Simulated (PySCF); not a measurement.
**[GaO2]-: relaxation and vibrations of the singlet**

Where does singlet [GaO2]- go from a bent start, is the end point a minimum, and what are its modes, charges and moments?

The runs use PySCF 2.14.0; PBE0, basis Ga def2-TZVPD, O def2-TZVPD, no relativity, density fitting.

## (1) Starting geometry

3 atoms, charge -1, spin multiplicity 1.

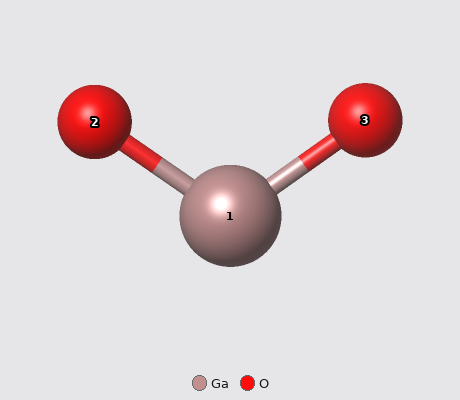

Start geometry, drawn with gallium pink, oxygen red; atoms are numbered from 1 in the order of the file.

Coordinates in bohr (charge -1 multiplicity 1):
```
Ga    0.0000    0.0000   -0.5978
O     2.6934    0.0000    1.2881
O    -2.6934    0.0000    1.2881
```

## (2) Relaxation: bent start, singlet

One driver script runs all steps and calls PySCF; scf.py shows how it sets up the SCF of each step. The optimiser is the driver's own. Before each start the driver seeks the lowest SCF state from one or more starting densities and follows internal instabilities, so scf.py alone need not reach the same state.

The program finds C2v symmetry in the start, which this walk keeps. Threshold on the gradient: 0.0003 Eh/bohr, with a further test on the energy change.

The input, scf.py:

```python
from pyscf import gto, scf, dft
mol = gto.M(atom='''
Ga     0.000000     0.000000    -0.316362
O      1.425300    -0.000000     0.681638
O     -1.425300     0.000000     0.681638''',
    basis={'Ga': 'def2-TZVPD', 'O': 'def2-TZVPD'},
    charge=-1, spin=0)
mf = dft.RKS(mol, xc='PBE0')
mf.grids.atom_grid = (50, 194)
aux = {'Ga': 'def2-universal-JKFIT', 'O': 'def2-universal-JKFIT'}
mf = mf.density_fit(auxbasis=aux)
mf.kernel()
```

Steps of the walk:

```
step   energy (Eh)  change (kJ/mol)  largest symmetric gradient (Eh/bohr)
   0  -2074.926819             0.00                               0.06667
   1  -2074.963737           -96.93                               0.05983
   2  -2074.989002          -163.26                               0.03495
   3  -2074.998534          -188.29                               0.01292
   4  -2075.000408          -193.21                               0.00340
   5  -2075.000464          -193.36                               0.00539
   6  -2075.000571          -193.64                               0.00014
   7  -2075.000571          -193.64                               0.00001
```

The walk needed 9.5 s of wall time on 4 threads, shared host.

Geometry (Å) and forces (eV/Å) at some steps:

```
step 0
Ga   0.000   0.000  -0.316   0.000   0.000   3.428
O    1.425   0.000   0.682   0.960   0.000  -1.714
O   -1.425   0.000   0.682  -0.960   0.000  -1.714
step 1
Ga   0.000   0.000  -0.131   0.000   0.000   3.077
O    1.584   0.000   0.589  -0.407   0.000  -1.538
O   -1.584   0.000   0.589   0.407   0.000  -1.538
step 4
Ga   0.000   0.000   0.319   0.000   0.000   0.175
O    1.681   0.000   0.364   0.110   0.000  -0.087
O   -1.681   0.000   0.364  -0.110   0.000  -0.087
step 7
Ga   0.000   0.000   0.349  -0.001   0.000   0.001
O    1.684   0.000   0.349   0.000   0.000   0.000
O   -1.684   0.000   0.349   0.000   0.000   0.000
```

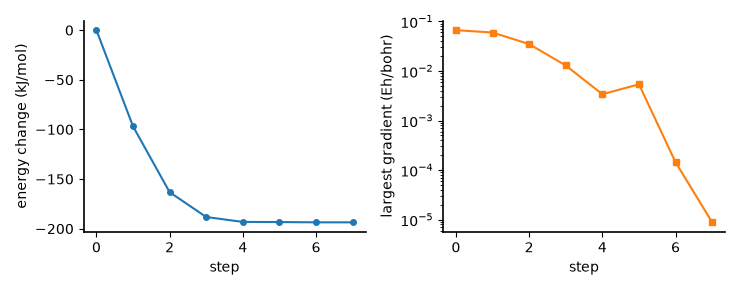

How energy and gradient fall.

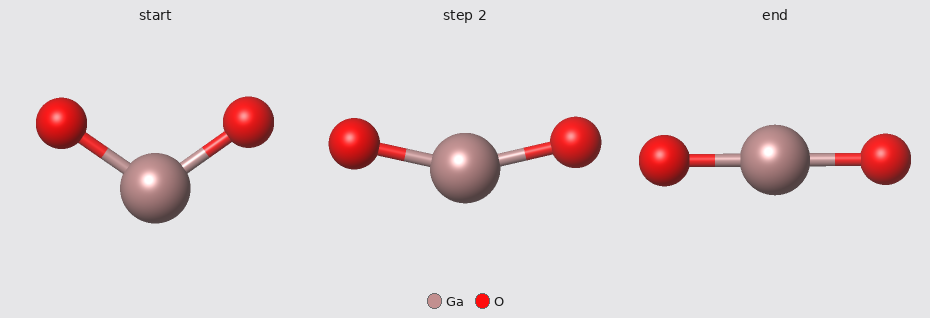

Start and end of the relaxation, with a step between.

It settles in D∞h symmetry, 193.6 kJ/mol below the start, after 7 steps: Ga–O 1.684 Å (×2); O–Ga–O 180.0°.

## (3) Is it a minimum? Harmonic modes

The point is checked on the finer grid, and tightened if its gradient asks for it. The Hessian and the dipole derivatives come from central differences of analytic gradients, with steps of 0.01 bohr.

scf.py: that of step 2 with these lines changed.

```diff
@@ -3,3 +3,3 @@
-Ga     0.000000     0.000000    -0.316362
-O      1.425300    -0.000000     0.681638
-O     -1.425300     0.000000     0.681638''',
+Ga     0.000000     0.000000     0.000000
+O      1.684367     0.000000     0.000000
+O     -1.684367     0.000000     0.000000''',
@@ -9 +9 @@
-mf.grids.atom_grid = (50, 194)
+mf.grids.atom_grid = (75, 302)
```

This SCF starts from the last density.

SCF at the final geometry:

```text
init E= -2075.00048877433
  HOMO = -0.065006365921653  LUMO = 0.120140844051456  gap/eV = 5.03811
cycle= 1 E= -2075.00048877408  delta_E= 2.43e-10  |g|= 4.14e-05  |ddm|= 3.19e-05
  HOMO = -0.0650148119723927  LUMO = 0.12013977725838  gap/eV = 5.03831
cycle= 2 E= -2075.00048877245  delta_E= 1.63e-09  |g|= 0.000103  |ddm|= 7.81e-05
  HOMO = -0.0650087959069137  LUMO = 0.120140591876982  gap/eV = 5.03817
cycle= 3 E= -2075.00048877434  delta_E= -1.89e-09  |g|= 1.15e-05  |ddm|= 5.73e-05
  HOMO = -0.0650086284025693  LUMO = 0.120140592976838  gap/eV = 5.03817
cycle= 4 E= -2075.00048877437  delta_E= -3.18e-11  |g|= 1.97e-06  |ddm|= 6.5e-06
  HOMO = -0.0650090333646871  LUMO = 0.120140512106524  gap/eV = 5.03818
Extra cycle  E= -2075.00048877437  delta_E= 3.18e-12  |g|= 4.84e-06  |ddm|= 3.39e-06
converged SCF energy = -2075.00048877437
```

The whole step took 11 s.

Geometry: D∞h; Ga–O 1.684 Å (×2); O–Ga–O 180.0°.

Harmonic modes (main isotopes):

```csv
symmetry,ω (cm⁻¹),IR (km/mol),type
πu,217,121,bend
σg+,785,0.0,stretch
σu+,938,209,stretch
```

No imaginary mode, so this is a minimum.

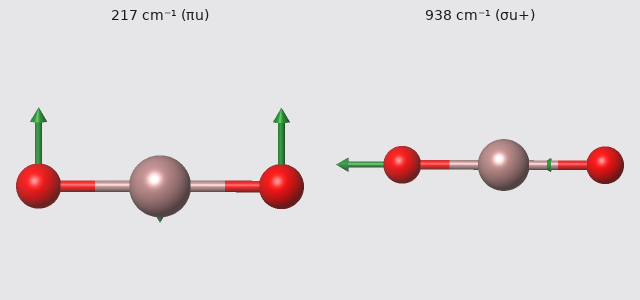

How the atoms move in 2 of the modes.

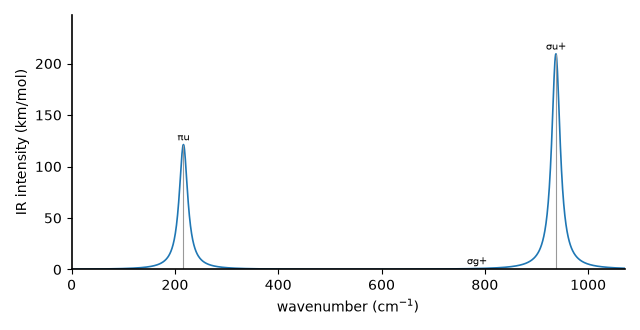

The harmonic infrared spectrum (widths in cm⁻¹). Lines are broadened to a width of 20 cm⁻¹ (Lorentzian).

Properties at this point:

```
Dipole moment about the centre of mass                          : 0.00 D
Highest occupied level                                          : -1.77 eV
Lowest empty level                                              : 3.27 eV
Rotational constants                                            : 0.1857 cm⁻¹
Zero-point energy                                               : 12.9 kJ/mol
Principal polarisabilities                                      : 42.6, 42.6, 62.9 bohr³
Principal traceless quadrupole moments about the centre of mass : -24.02, 12.01, 12.01 D Å
Entropy at 298.15 K and 1 bar                                   : 245.4 J/(mol K)
Heat capacity Cp at 298.15 K                                    : 49.0 J/(mol K)
Enthalpy at 298.15 K above 0 K                                  : 11.83 kJ/mol
Rotational symmetry number                                      : 2
```

Populations by atom (charges in e):

```json
{"atom": "Ga1", "Mulliken": "0.38", "Löwdin": "0.33", "polar tensor": "0.82", "Mayer order to Ga1": "–"}
{"atom": "O2,3", "Mulliken": "-0.69", "Löwdin": "-0.66", "polar tensor": "-0.91", "Mayer order to Ga1": "1.60"}
```

Mulliken populations on Ga1: s 7.14, p 13.25, d 10.14, f 0.09.

## (4) Results

| quantity | value |
| --- | --- |
| minimum | singlet, D∞h |
| geometry | Ga–O 1.684 Å (×2); O–Ga–O 180.0° |
| wavenumbers (cm⁻¹) | 217 (πu), 785 (σg+), 938 (σu+) |
| dipole moment (centre of mass) | 0.00 D |
| highest occupied, lowest empty level | -1.77, 3.27 eV |
| polar-tensor charge of Ga1 | +0.82 e |
| zero-point energy | 12.9 kJ/mol |
| entropy at 298.15 K | 245.4 J/(mol K) |

**Reading.** From C2v at the start the molecule goes to a D∞h minimum. In the infrared the band at 938 cm⁻¹ (σu+, stretch) leads. Other starts or spin states, not run here, may lie lower.

The search up to here took 21 s.
